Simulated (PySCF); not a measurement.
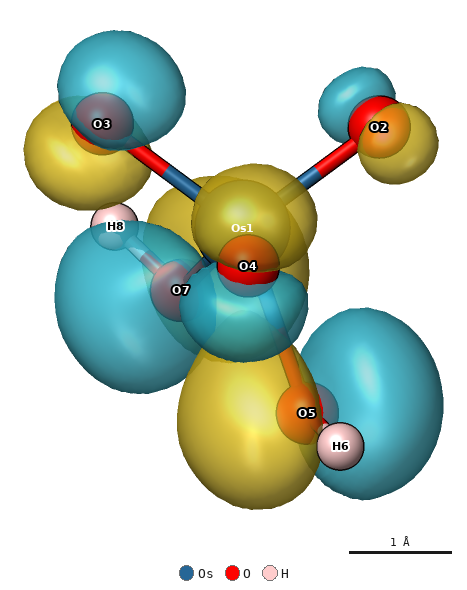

Figure 1: H2O5Os (Os(O)3(OH)2). The HOMO at ±0.1 Å⁻³ᐟ² (yellow and cyan are the two phases), seen at an oblique angle.

Core potentials replace the inner electrons of Os.

The calculation used RKS r2SCAN, Os def2-SVP with ECP60, O def2-SVP, H def2-SVP; non-relativistic Hamiltonian with scalar-relativistic core potentials where named; density fitting in PySCF 2.14.0.

The calculation's input:

```
mol = gto.M(atom='''
Os    -0.03733    -0.03733     0.10172
O      0.03268     0.03268     1.79992
O      1.57378    -0.30843    -0.43589
O     -0.30843     1.57378    -0.43589
O     -1.92218    -0.29692    -0.32700
H     -2.33609     0.57593    -0.43777
O     -0.29692    -1.92218    -0.32700
H      0.57593    -2.33609    -0.43777''',
    basis={'Os': 'def2-SVP', 'O': 'def2-SVP', 'H': 'def2-SVP'},
    ecp={'Os': 'def2-SVP'},
    charge=0, spin=0)
mf = dft.RKS(mol, xc='R2SCAN')
mf.grids.atom_grid = (75, 302)  # f atoms: at least (60, 302), unpruned
mf = mf.density_fit()  # Os def2-universal-JKFIT, O def2-universal-JKFIT, H def2-universal-JKFIT
mf.conv_tol = 1e-09; mf.max_cycle = 55
mf.kernel(dm0)
```

Launched as:

```sh
OMP_NUM_THREADS=2 python run.py
```

Describe this orbital and give its energy.

Answer. By Hirshfeld shares it lies mainly on O7 (about 35 %), O5 (about 35 %), O4 (about 10 %) and O3 (about 10 %); largely a combination of lone pairs on O7, O5, O4 and O3. Its energy is −8.18 eV.
